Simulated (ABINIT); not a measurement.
# ZnSe (Stilleite): G0W0 with ABINIT, start to end, part 2 of 3

Wanted: ground state, empty states, screening and self-energy for ZnSe (Stilleite).

ABINIT 10.8.3; PBE and many-body steps on it, plane waves. Known limits of the many-body steps: not at the basis limit; no spin-orbit coupling; coarse k mesh.

So far. Step 2 (Ground state): The gap is direct, at Γ.

### Step 3. Bands along the symmetry lines

Level of this step: DFT, PBE, plane waves, norm-conserving pseudopotentials (ABINIT).

The cheap functional maps the bands first; the places of the edges decide which points the dearer methods must see.

File run.abi:

```
acell 3*1.0 Angstrom
rprim 
  -0.000000000000 2.833800000000 2.833800000000
  2.833800000000 -0.000000000000 2.833800000000
  2.833800000000 2.833800000000 0.000000000000
ntypat 2
znucl 30 34
natom 2
typat 1 2
xred 
  0.000000000000 0.000000000000 0.000000000000
  0.250000000000 0.250000000000 0.250000000000
pp_dirpath "pseudos"
pseudos "Zn.upf, Se.upf"
ecut 48
iscf -2
irdden 1
kptopt 0
nkpt 50
kpt 
  0.00000000 0.00000000 0.00000000
  -0.06250000 -0.06250000 0.00000000
  -0.12500000 -0.12500000 0.00000000
  -0.18750000 -0.18750000 0.00000000
  -0.25000000 -0.25000000 0.00000000
  -0.31250000 -0.31250000 0.00000000
  -0.37500000 -0.37500000 0.00000000
  -0.43750000 -0.43750000 0.00000000
  -0.50000000 -0.50000000 0.00000000
  -0.48437500 -0.48437500 0.03125000
  -0.46875000 -0.46875000 0.06250000
  -0.45312500 -0.45312500 0.09375000
  -0.43750000 -0.43750000 0.12500000
  -0.42187500 -0.42187500 0.15625000
  -0.40625000 -0.40625000 0.18750000
  -0.39062500 -0.39062500 0.21875000
  -0.37500000 -0.37500000 0.25000000
  -0.37500000 0.00000000 0.37500000
  -0.32812500 0.00000000 0.32812500
  -0.28125000 0.00000000 0.28125000
  -0.23437500 0.00000000 0.23437500
  -0.18750000 0.00000000 0.18750000
  -0.14062500 0.00000000 0.14062500
  -0.09375000 0.00000000 0.09375000
  -0.04687500 0.00000000 0.04687500
  0.00000000 0.00000000 0.00000000
  0.00000000 0.00000000 0.06250000
  0.00000000 0.00000000 0.12500000
  0.00000000 0.00000000 0.18750000
  0.00000000 0.00000000 0.25000000
  0.00000000 0.00000000 0.31250000
  0.00000000 0.00000000 0.37500000
  0.00000000 0.00000000 0.43750000
  0.00000000 0.00000000 0.50000000
  -0.06250000 -0.03125000 0.46875000
  -0.12500000 -0.06250000 0.43750000
  -0.18750000 -0.09375000 0.40625000
  -0.25000000 -0.12500000 0.37500000
  -0.31250000 -0.15625000 0.34375000
  -0.37500000 -0.18750000 0.31250000
  -0.43750000 -0.21875000 0.28125000
  -0.50000000 -0.25000000 0.25000000
  -0.50000000 -0.28125000 0.21875000
  -0.50000000 -0.31250000 0.18750000
  -0.50000000 -0.34375000 0.15625000
  -0.50000000 -0.37500000 0.12500000
  -0.50000000 -0.40625000 0.09375000
  -0.50000000 -0.43750000 0.06250000
  -0.50000000 -0.46875000 0.03125000
  -0.50000000 -0.50000000 0.00000000
istwfk *1
nband 29
nbdbuf 2
tolwfr 1e-08
nstep 40
prtwf 0
prtvol 0
indata_prefix "in"
outdata_prefix "out"
tmpdata_prefix "tmp"
```

Command:

```bash
$ OMP_NUM_THREADS=1 mpirun -n 8 abinit run.abi > log
```

Numbers of over 12 decimals in the logs are rounded to 6 here.

What it wrote:

```text
.Version 10.8.3 of ABINIT. v10.8.2 released Aug 2026.

 Symmetries : space group F-4 3 m (#216); Bravais cF (face-center cubic)
[... echo of the input left out ...]
== DATASET  1 ==================================================================
-   mpi_nproc: 8, omp_nthreads: 1 (-1 if OMP is not activated)

--- !DatasetInfo
iteration_state: {dtset: 1, }
dimensions: {natom: 2, nkpt: 50, mband: 29, nsppol: 1, nspinor: 1, nspden: 1, mpw: 4917, }
cutoff_energies: {ecut:  48.0, pawecutdg:  -1.0, }
electrons: {nelect:   4.40000000E+01, charge:   0.00000000E+00, occopt:   1.00000000E+00, tsmear:   1.00000000E-02, }

 Real(R)+Recip(G) space primitive vectors, cartesian coordinates (Bohr,Bohr^-1):
 R(1)=  0.0000000  5.3551059  5.3551059  G(1)= -0.0933688  0.0933688  0.0933688
 R(2)=  5.3551059  0.0000000  5.3551059  G(2)=  0.0933688 -0.0933688  0.0933688
 R(3)=  5.3551059  5.3551059  0.0000000  G(3)=  0.0933688  0.0933688 -0.0933688
 Unit cell volume ucvol=  3.0713845E+02 bohr^3
 Angles (23,13,12)=  6.00000000E+01  6.00000000E+01  6.00000000E+01 degrees

 getcut: wavevector=  0.0000  0.0000  0.0000  ngfft=  48  48  48
         ecut(hartree)=     48.000   => boxcut(ratio)=   2.03223

--- Pseudopotential description ------------------------------------------------
- Zn Generated using ONCVPSP code by D. R. Hamann
- 30.00000  20.00000  171031                  znucl, zion, pspdat
12 -101130 2 -1 1326                          pspcod,pspxc,lmax,lloc,mmax
     nproj     2     2     2
  pspatm : epsatm=   26.68164218
         --- l  ekb(1:nproj) -->
             0    2.827643   -1.532764
             1   -4.632527   -1.324876
             2   -6.943520   -2.557073
 pspatm: atomic psp has been read  and splines computed

- Se Generated using ONCVPSP code by D. R. Hamann
- 34.00000  24.00000  171031                  znucl, zion, pspdat
12 -101130 2 -1 1214                          pspcod,pspxc,lmax,lloc,mmax
     nproj     2     2     2
  pspatm : epsatm=   25.39064422
         --- l  ekb(1:nproj) -->
[...]
pspatm: atomic psp has been read  and splines computed

--------------------------------------------------------------------------------

================================================================================
 prteigrs : about to open file out_EIG
 Non-SCF case, kpt    1 (  0.00000  0.00000  0.00000), residuals and eigenvalues=
  3.39E-09  2.86E-09  5.98E-09  5.32E-09  7.61E-09  3.02E-09  4.24E-09  7.82E-09
  2.18E-09  3.21E-09  4.14E-09  1.76E-09  4.90E-09  2.39E-09  2.84E-09  9.89E-09
  4.17E-09  7.25E-09  9.91E-09  5.96E-09  3.30E-09  6.12E-09  1.70E-09  3.63E-09
  1.78E-09  6.17E-09  1.29E-09  5.03E-06  2.90E-05
 -7.4629E+00 -5.2385E+00 -5.2385E+00 -5.2385E+00 -4.4496E+00 -2.7650E+00
 -2.7650E+00 -2.7650E+00 -1.5698E+00 -1.5698E+00 -1.5698E+00 -1.5696E+00
 -1.5696E+00 -3.3425E-01 -8.7379E-02 -8.7379E-02 -8.7379E-02 -7.3851E-02
[...]
6.94E-09  5.44E-09  8.45E-09  2.26E-07  1.45E-06
[...]
Non-SCF case, kpt    3 ( -0.12500 -0.12500  0.00000), residuals and eigenvalues=
[...]
Non-SCF case, kpt   49 ( -0.50000 -0.46875  0.03125), residuals and eigenvalues=
[...]
Non-SCF case, kpt   50 ( -0.50000 -0.50000  0.00000), residuals and eigenvalues=
[...]
-1.5696E+00 -2.9542E-01 -8.6236E-02 -7.8086E-02 -7.8086E-02 -7.2078E-02
 -6.7227E-02 -2.1500E-02  7.2844E-02  7.2844E-02  2.6295E-01  2.8045E-01
[...]
--- !ResultsGS
iteration_state: {dtset: 1, }
comment   : Summary of ground state results
lattice_vectors:
- [ -0.0000000,   5.3551059,   5.3551059, ]
- [  5.3551059,  -0.0000000,   5.3551059, ]
- [  5.3551059,   5.3551059,   0.0000000, ]
lattice_lengths: [   7.57326,    7.57326,    7.57326, ]
lattice_angles: [ 60.000,  60.000,  60.000, ] # degrees, (23, 13, 12)
lattice_volume:   3.0713845E+02
convergence: {deltae:  0.000E+00, res2:  0.000E+00, residm:  9.978E-09, diffor:  0.000E+00, }
etotal    :  -5.47356177E+02
entropy   :   0.00000000E+00
fermie    :   1.53041323E-01
cartesian_stress_tensor: null
pressure_GPa: null
xred      :
- [  0.0000E+00,   0.0000E+00,   0.0000E+00, Zn]
- [  2.5000E-01,   2.5000E-01,   2.5000E-01, Se]
cartesian_forces: null
force_length_stats: {min: null, max: null, mean: null, }

 Integrated electronic density in atomic spheres:
 ------------------------------------------------
 Atom  Sphere_radius  Integrated_density
[...]
================================================================================

 ----iterations are completed or convergence reached----

 Mean square residual over all n,k,spin=   48.025E-10; max=  99.776E-10
 reduced coordinates (array xred) for    2 atoms
       0.000000000000      0.000000000000      0.000000000000
       0.250000000000      0.250000000000      0.250000000000

 cartesian coordinates (angstrom) at end:
    1      0.000000     0.000000     0.000000
    2      1.416900     1.416900     1.416900
 length scales=  1.889726125908  1.889726125908  1.889726125908 bohr
              =  1.000000000000  1.000000000000  1.000000000000 angstroms
 prteigrs : about to open file out_EIG
 Eigenvalues (hartree) for nkpt=  50  k points:
 kpt#   1, nband= 29, wtk=  1.00000, kpt=  0.0000  0.0000  0.0000 (reduced coord)
[...]
kpt#   2, nband= 29, wtk=  1.00000, kpt= -0.0625 -0.0625  0.0000 (reduced coord)
[...]
kpt#   3, nband= 29, wtk=  1.00000, kpt= -0.1250 -0.1250  0.0000 (reduced coord)
[...]
kpt#  49, nband= 29, wtk=  1.00000, kpt= -0.5000 -0.4687  0.0313 (reduced coord)
[...]
0.54216    0.55971    0.56900    0.66542    0.68318
 kpt#  50, nband= 29, wtk=  1.00000, kpt= -0.5000 -0.5000  0.0000 (reduced coord)
[...]
-1.56977   -1.56975   -1.56975   -1.56961   -1.56960   -0.29542   -0.08624   -0.07809
  -0.07809   -0.07208   -0.06723   -0.02150    0.07284    0.07284    0.26295    0.28045
   0.54749    0.56671    0.56671    0.66715    0.68505

== END DATASET(S) ==============================================================
================================================================================

 -outvars: echo values of variables after computation  --------
            nband          29
             nkpt          50
          spgroup         216
 [... the other variables as echoed above ...]

 Calculation completed.
```

Elapsed: 17 s, on 8 MPI ranks of Arm Neoverse V1, shared host; peak memory 0.62 GiB; 2.3 min of CPU time.

Numbers from this step:

```
gap                        : 1.288 eV
k of the valence top       : 0, 0, 0
k of the conduction bottom : 0, 0, 0
least direct gap           : 1.288 eV
```

The gap is 1.288 eV, as in the run before at this level.

The electronic bands at the labelled points (eV, zero at the top of the highest filled band):

```tsv
point	band 19	band 20	band 21	band 22	band 23	band 24	band 25	band 26
Γ	-6.17	0.00	0.00	0.00	1.29	5.81	5.81	5.81
X	-5.99	-4.75	-2.18	-2.18	2.99	3.47	10.73	11.26
U	-5.91	-4.71	-3.08	-1.79	3.59	5.60	9.05	9.28
jump to K	-5.91	-4.71	-3.08	-1.79	3.59	5.60	9.05	9.28
Γ	-6.17	0.00	0.00	0.00	1.29	5.81	5.81	5.81
L	-6.01	-5.22	-0.87	-0.87	2.55	6.39	6.39	8.57
W	-5.87	-4.68	-2.76	-2.66	5.49	5.56	6.97	7.72
X	-5.99	-4.75	-2.18	-2.18	2.99	3.47	10.73	11.26
```

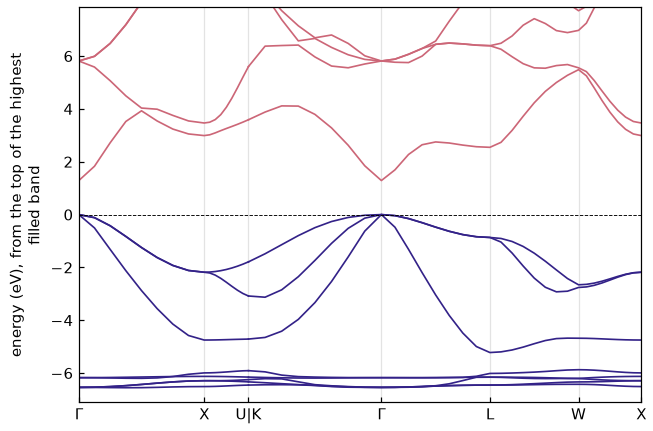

Electronic bands along the path; lines of filled and empty bands in two colours.

### Step 4. Empty states on the mesh, 4×4×4 mesh, 133 bands

The sums over transitions need many empty states on a uniform mesh; this step solves for them.

File run.abi:

```
acell 3*1.0 Angstrom
rprim 
  -0.000000000000 2.833800000000 2.833800000000
  2.833800000000 -0.000000000000 2.833800000000
  2.833800000000 2.833800000000 0.000000000000
ntypat 2
znucl 30 34
natom 2
typat 1 2
xred 
  0.000000000000 0.000000000000 0.000000000000
  0.250000000000 0.250000000000 0.250000000000
pp_dirpath "pseudos"
pseudos "Zn.upf, Se.upf"
ecut 48
ngkpt 4 4 4
nshiftk 1
shiftk 0 0 0
kptopt 1
chksymbreak 0
irdden 1
istwfk *1
nband 133
prtvol 0
optdriver 6
gwr_task "HDIAGO"
paral_kgb 0
occopt 1
indata_prefix "in"
outdata_prefix "out"
tmpdata_prefix "tmp"
```

What it wrote:

```text
[banner, memory and clock lines left out]
.Version 10.8.3 of ABINIT. v10.8.2 released Aug 2026.

 Symmetries : space group F-4 3 m (#216); Bravais cF (face-center cubic)
[... echo of the input left out ...]
== DATASET  1 ==================================================================
-   mpi_nproc: 8, omp_nthreads: 1 (-1 if OMP is not activated)

--- !DatasetInfo
iteration_state: {dtset: 1, }
dimensions: {natom: 2, nkpt: 8, mband: 133, nsppol: 1, nspinor: 1, nspden: 1, mpw: 4910, }
cutoff_energies: {ecut:  48.0, pawecutdg:  -1.0, }
electrons: {nelect:   4.40000000E+01, charge:   0.00000000E+00, occopt:   1.00000000E+00, tsmear:   1.00000000E-02, }

.Using double precision arithmetic; gwpc =  8

- Reading GS density from: in_DEN

--- Pseudopotential description ------------------------------------------------
- Zn Generated using ONCVPSP code by D. R. Hamann
- 30.00000  20.00000  171031                  znucl, zion, pspdat
12 -101130 2 -1 1326                          pspcod,pspxc,lmax,lloc,mmax
     nproj     2     2     2
  pspatm : epsatm=   26.68164218
         --- l  ekb(1:nproj) -->
             0    2.827643   -1.532764
             1   -4.632527   -1.324876
             2   -6.943520   -2.557073
 pspatm: atomic psp has been read  and splines computed

- Se Generated using ONCVPSP code by D. R. Hamann
- 34.00000  24.00000  171031                  znucl, zion, pspdat
12 -101130 2 -1 1214                          pspcod,pspxc,lmax,lloc,mmax
     nproj     2     2     2
  pspatm : epsatm=   25.39064422
         --- l  ekb(1:nproj) -->
             0    3.556845   -2.828139
             1   -7.179526   -2.430107
             2  -10.025082   -4.447563
 pspatm: atomic psp has been read  and splines computed

   2.29118060E+03                                ecore*ucvol(ha*bohr**3)

 Total charge density [el/Bohr^3]
)     Maximum=    7.6270E+00  at reduced coord.    0.2083    0.2917    0.2917
)     Minimum=    1.8486E-03  at reduced coord.    0.7500    0.7500    0.7500
   Integrated=    4.4000E+01

 === KS gaps after direct diagonalization ===
 Direct band gap semiconductor
 Fundamental gap:     1.289 (eV)
   VBM:     4.164 (eV) at k: [ 0.0000E+00,  0.0000E+00,  0.0000E+00]
   CBM:     5.453 (eV) at k: [ 0.0000E+00,  0.0000E+00,  0.0000E+00]
 Direct gap:         1.289 (eV) at k: [ 0.0000E+00,  0.0000E+00,  0.0000E+00]

== END DATASET(S) ==============================================================

 -outvars: echo values of variables after computation  --------
           etotal      0.0000000000E+00
            nband         133
             nkpt           8
          spgroup         216
 [... the other variables as echoed above ...]

 Calculation completed.
```

It took 84 s on 8 MPI ranks; peak memory 11 GiB; 11 min of CPU time.

This step gave:

| Property | Result |
| --- | --- |
| gap | 1.289 eV |
| k of the valence top | 0, 0, 0 |
| k of the conduction bottom | 0, 0, 0 |
| least direct gap | 1.289 eV |
| k points computed | 8 |
| lowest point of the top converged band, above the valence top | 88.1294 eV |

On this mesh the gap is 1.289 eV.

### Step 5. Screening, 4×4×4 mesh, 125 bands, screening to 163.3 eV

The RPA dielectric matrix is built and inverted for each q.

This step: RPA screening on PBE, plane waves, norm-conserving pseudopotentials.

run.abi: that of step 4 with these lines changed.

```diff
@@ -20,10 +20,11 @@
 chksymbreak 0
-irdden 1
 istwfk *1
-nband 133
-prtvol 0
-optdriver 6
-gwr_task "HDIAGO"
-paral_kgb 0
 occopt 1
+irdwfk 1
+optdriver 3
+nband 125
+ecuteps 6
+inclvkb 2
+awtr 1
+symchi 1
 indata_prefix "in"
```

What it wrote:

```text
.Version 10.8.3 of ABINIT. v10.8.2 released Aug 2026.

 Symmetries : space group F-4 3 m (#216); Bravais cF (face-center cubic)
[... echo of the input left out ...]
== DATASET  1 ==================================================================
-   mpi_nproc: 8, omp_nthreads: 1 (-1 if OMP is not activated)

--- !DatasetInfo
iteration_state: {dtset: 1, }
dimensions: {natom: 2, nkpt: 8, mband: 125, nsppol: 1, nspinor: 1, nspden: 1, mpw: 4910, }
cutoff_energies: {ecut:  48.0, pawecutdg:  -1.0, }
electrons: {nelect:   4.40000000E+01, charge:   0.00000000E+00, occopt:   1.00000000E+00, tsmear:   1.00000000E-02, }

 SCREENING: Calculation of the susceptibility and dielectric matrices

 Based on a program developped by R.W. Godby, V. Olevano, G. Onida, and L. Reining.
 Incorporated in ABINIT by V. Olevano, G.-M. Rignanese, and M. Torrent.
.Using double precision arithmetic ; gwpc =  8

[... cell and pseudopotentials left out ...]
--------------------------------------------------------------------------------

 ==== K-mesh for the wavefunctions ====
 Number of points in the irreducible wedge :     8
[... list of points left out ...]
 Together with 24 symmetry operations and time-reversal symmetry
 yields    64 points in the full Brillouin Zone.

 ==== Q-mesh for the screening function ====
 Number of points in the irreducible wedge :     8
[... list of points left out ...]
 Together with 24 symmetry operations and time-reversal symmetry
 yields    64 points in the full Brillouin Zone.

 setmesh: FFT mesh size selected  =    32x   32x   32
          total number of points  =        32768

 vcoul_init : cutoff-mode = AUXILIARY_FUNCTION
 q-points for optical limit:   1
     1)      0.000010    0.000020    0.000030

- screening: taking advantage of time-reversal symmetry
- Maximum band index for partially occupied states nbvw = 22
- Remaining bands to be divided among processors   nbcw = 103
- Number of bands treated by each node ~12

 Number of electrons calculated from density =   44.0000; Expected =   44.0000
 average of density, n =  0.143258
 r_s =    1.1856
 omega_plasma =   36.5103 [eV]

 calculating chi0 at frequencies [eV] :
  1    0.000000E+00    0.000000E+00
  2    0.000000E+00    3.651025E+01

--------------------------------------------------------------------------------
  q-point number  1        q = ( 0.000000, 0.000000, 0.000000) [r.l.u.]
--------------------------------------------------------------------------------
[... chi0 elements left out ...]
 For q-point:  0.000010 0.000020 0.000030
  dielectric constant =  13.5268
  dielectric constant without local fields =  14.4733

  Average fulfillment of the sum rule on Im[epsilon] for q-point    1 :     38.11  [%]
[... wings left out ...]
  q-point number  2        q = ( 0.250000, 0.000000, 0.000000) [r.l.u.]
--------------------------------------------------------------------------------
[... chi0 elements left out ...]
  Average fulfillment of the sum rule on Im[epsilon] for q-point    2 :     44.80  [%]

 [... 6 further q-points ...]
```

Run time: 30 s. Hardware: 8 MPI ranks; peak memory 2 GiB.

This step gave:

* ε∞ with local fields, on this mesh, along the program's q direction: 13.53
* the same without local fields: 14.47
* plasma frequency: 36.51 eV
* plane waves in the screening matrix: 181

Local fields lower ε∞ by 7 %. On a Γ-centred mesh this coarse the value itself is usually too large, while a short band sum pulls it down.

(Part 2 of 3 ends here.)

[Paths, hosts, dates, memory and timing lines, banners, echoed tables and standing remarks are left out of the program output.]

[Logs are printed without paths, hosts, clocks, repeated set-up lines and the standing remarks that a program may print on its own settings, such as how far it seeks lower states.]

[Runs of the session that timed out or met a known fault of the program may be left out.]

[Hosts, paths, dates, database ids (printed as entryN), source tags and the programs' standing remarks are cut or masked in the printed files.]

[G0W0 gaps are taken among the corrected bands and points alone; a level outside them can change the order at an edge.]

[Where Ansatz stands beside ABINIT at settings called matched, ABINIT's density can come from a denser mesh and the files from another edition; pairs whose starting gaps differed by over 0.03 eV were left out, so agreement reads better than it is.]
